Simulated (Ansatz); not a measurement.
# C2H7Al (SMILES C[CH2][AlH2]): CCSD(T)/6-311+G(d,p)

What is the vertical ionisation energy of C2H7Al at CCSD(T)/6-311+G**? 

The calculation is run with Ansatz 0.2.0.

21 further runs of the same task are left out: 21 set aside as unsound or not needed. Runs told in other sessions of the task aren't counted.

## 1. The molecule

C2H7Al has 10 atoms, charge 0, and is taken as a singlet. SMILES: `C[CH2][AlH2]`. The coordinates come from a PBE0-D4/def2-TZVP relaxation.

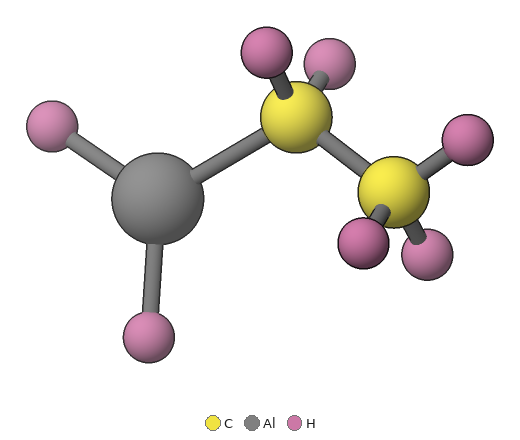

The structure, seen from a chosen angle (carbon yellow, aluminium grey, hydrogen pink).

## 2. The energy at CCSD(T)/6-311+G(d,p)

File input.yaml:

```yaml
crystal:
  periodic: [false, false, false]
  atoms:
    - {symbol: C, position_ang: [-0.939200, 0.315000, -0.881100]}
    - {symbol: C, position_ang: [-0.218500, -0.592500, 0.114200]}
    - {symbol: Al, position_ang: [1.379400, 0.134900, 0.981700]}
    - {symbol: H, position_ang: [-1.818700, -0.166800, -1.319100]}
    - {symbol: H, position_ang: [-0.285500, 0.607100, -1.707400]}
    - {symbol: H, position_ang: [-1.279400, 1.241200, -0.410000]}
    - {symbol: H, position_ang: [0.075900, -1.534200, -0.370400]}
    - {symbol: H, position_ang: [-0.905800, -0.910100, 0.910700]}
    - {symbol: H, position_ang: [2.176600, -0.747600, 2.039500]}
    - {symbol: H, position_ang: [1.898300, 1.601800, 0.644700]}
basis:
  gaussian:
    orbitals: 6-311+G_st__st_-spherical.json
total_charge: 0
correlation:
  method: ccsd_t
  frozen_orbitals: {Al: 5, C: 1, H: 0}
accuracy: high
scf:
  omitted_lower_state_checks: [cluster_reference, increment]
```

The basis set 6-311+G** is read from a file made from the Basis Set Exchange's data (not shown).

The run is started by

```bash
$ ansatz run input.yaml --threads 1 --pin off --max-ram 2610MiB --events-out events.jsonl --progress --plain --runs-dir runs
```

Output, cut to the lines that bear on the results:

```text
Warning: RAYON_NUM_THREADS=1 ignored (pool sized by the plan → 1); use --threads N
Functional definition: HF
  name "HF"
[...]
2258 factors; integrals over basis functions are off by at most 4.2e-9 eV
[...]
mean field -8754.81081638 eV, -321.7333632782 hartree, gradient 1.9e-8 eV, S^2 0.000000; 0 other end points of the search recorded, 0 dependent functions left out
7 core orbitals not correlated: weight in the atoms' cores, before any rotation towards them, 1.000 or more for the frozen orbitals, at most 0.000 for the correlated occupied ones
reference -8754.81081638 eV, -321.7333632782 hartree; 9, 9 occupied and 100, 100 virtual orbitals, 2258 factors
second order -10.41054600 eV of doubles, -0.00000000 eV of singles
cycle   1  -11.26926358 eV  change   -8.6e-1 eV  update   7.1e-2
[...]
cycle  19  -11.66872737 eV  change   8.7e-10 eV  update   1.9e-9
perturbative correction -0.34180680 eV, -0.0125611682 hartree
Total energy: -8766.82135055 eV, -322.1747422678 hartree
Checks for a lower state left out: cluster_reference, increment
```

Run time: 30 s. Hardware: 1 thread of Arm Neoverse V1, shared host; peak memory 1 GiB.

## 3. The doublet cation

File molecule.yaml:

```yaml
crystal:
  periodic: [false, false, false]
  atoms:
    - {symbol: C, position_ang: [-0.939200, 0.315000, -0.881100]}
    - {symbol: C, position_ang: [-0.218500, -0.592500, 0.114200]}
    - {symbol: Al, position_ang: [1.379400, 0.134900, 0.981700]}
    - {symbol: H, position_ang: [-1.818700, -0.166800, -1.319100]}
    - {symbol: H, position_ang: [-0.285500, 0.607100, -1.707400]}
    - {symbol: H, position_ang: [-1.279400, 1.241200, -0.410000]}
    - {symbol: H, position_ang: [0.075900, -1.534200, -0.370400]}
    - {symbol: H, position_ang: [-0.905800, -0.910100, 0.910700]}
    - {symbol: H, position_ang: [2.176600, -0.747600, 2.039500]}
    - {symbol: H, position_ang: [1.898300, 1.601800, 0.644700]}
basis:
  gaussian: {orbitals: 6-311+G_st__st_-spherical.json}
correlation: {method: ccsd_t, frozen_orbitals: {Al: 5, C: 1, H: 0}}
accuracy: high
total_charge: 1
scf: {omitted_lower_state_checks: [cluster_reference, increment]}
magnetization: {spin_polarized: true, initial_magnetization: 1}
```

The basis set 6-311+G** is read from a file made from the Basis Set Exchange's data (not shown).

The run is started by

```bash
$ ansatz run molecule.yaml --threads 1 --pin off --max-ram 2610MiB --events-out events.jsonl --progress --plain --runs-dir runs
```

Output, cut to the lines that bear on the results:

```text
Warning: RAYON_NUM_THREADS=1 ignored (pool sized by the plan → 1); use --threads N
[... 2 set-up lines as earlier in the session ...]
[...]
2258 factors; integrals over basis functions are off by at most 4.2e-9 eV
[...]
mean field -8745.79198934 eV, -321.4019274977 hartree, gradient 9.5e-8 eV, S^2 0.763830; 5 other end points of the search recorded, 0 dependent functions left out
7 core orbitals not correlated: weight in the atoms' cores, before any rotation towards them, 1.000 or more for the frozen orbitals, at most 0.000 for the correlated occupied ones
reference -8745.79198934 eV, -321.4019274977 hartree; 9, 8 occupied and 100, 101 virtual orbitals, 2258 factors
second order -9.52851940 eV of doubles, -0.00000000 eV of singles
cycle   1  -10.46142528 eV  change   -9.3e-1 eV  update   8.3e-2
[...]
cycle  31  -10.92674009 eV  change  -4.1e-10 eV  update   1.6e-9
perturbative correction -0.32357526 eV, -0.0118911714 hartree
Total energy: -8757.04230469 eV, -321.8153689609 hartree
Checks for a lower state left out: cluster_reference, increment
```

Wall time 2.1 min (1 thread of Arm Neoverse V1, shared host); peak memory 2.2 GiB.

## 4. Summary of results

Level: CCSD(T)/6-311+G**, 7 core orbitals frozen.

| quantity | value |
| --- | --- |
| singlet C2H7Al: total energy | -322.17474 Eh |
| singlet C2H7Al: correlation energy (7 core orbitals frozen) | -441.4 mEh |
| singlet C2H7Al: (T) correction | -12.56 mEh |
| singlet C2H7Al: T1 diagnostic | 0.009 |
| doublet cation: total energy | -321.81537 Eh |
| doublet cation: correlation energy (7 core orbitals frozen) | -413.4 mEh |
| doublet cation: (T) correction | -11.89 mEh |
| doublet cation: ⟨S²⟩ of the reference determinant | 0.764 |
| doublet cation: T1 diagnostic | 0.021 |
| vertical ionisation energy (to the doublet cation) | 9.779 eV |

The vertical ionisation energy comes to 9.78 eV (226 kcal/mol). The triples (singlet C2H7Al) make up 2.8 % of the correlation energy. The triples (doublet cation) make up 2.9 % of the correlation energy.
